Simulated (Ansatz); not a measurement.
# Is the response still linear at 0.3 V/Å? alpha-Ga2S3 ferroelectric layer bilayer, AB

The dipole of a slab grows in proportion to a weak field along its normal. Does the weak-field slope carry to a strong field?

**Method.** Ansatz 0.2.0, plane waves with PAW datasets (its set soft_2), PBE-D3(BJ); atoms held at their relaxed places, 18 Å of vacuum, dipole correction, cell area 11.25 Å², 18×18 k-points, smearing 0.02585 eV. Without field the slab has a gap of 0.39 eV.

| run | field (V/Å) | dipole (e·Å) |
| --- | --- | --- |
| run 1 | −0.10 | −0.27165 |
| run 2 | 0.00 | −0.17807 |
| run 3 | 0.10 | −0.08370 |
| run 4 | 0.30 | ? |

**Question.** What value belongs in the row marked “?”, and how far can the other rows tell?

A least-squares line through the 3 rows shown has slope 0.939750 and intercept −0.177807; no row lies more than 0.00026 e·Å off it. A perfect conductor with that slope would be 180.95 × 0.93975 / 11.25 = 15.12 Å thick. At 0.30 it gives 0.939750 × 0.30 + (−0.177807) = 0.10412 e·Å, beyond the rows fitted. Rounding and scatter of the rows alone allow about ±0.00079 e·Å there.

The run itself gives 0.11533 e·Å: a miss of +0.01121 e·Å. That is 4.0 % of the induced dipole, a departure from the straight line; meanwhile the gap has gone from 0.39 eV to under 0.05 eV.

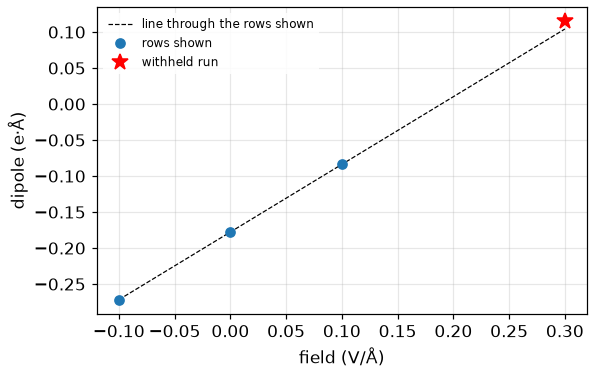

The fit and the withheld run.

Caveats: Ions are held, so this is the electronic response. Of the series that stay linear within 1 %, this collection keeps about one in seven, and it keeps all that bend. With a small gap or none the response hangs on mesh and smearing, which were not varied here.
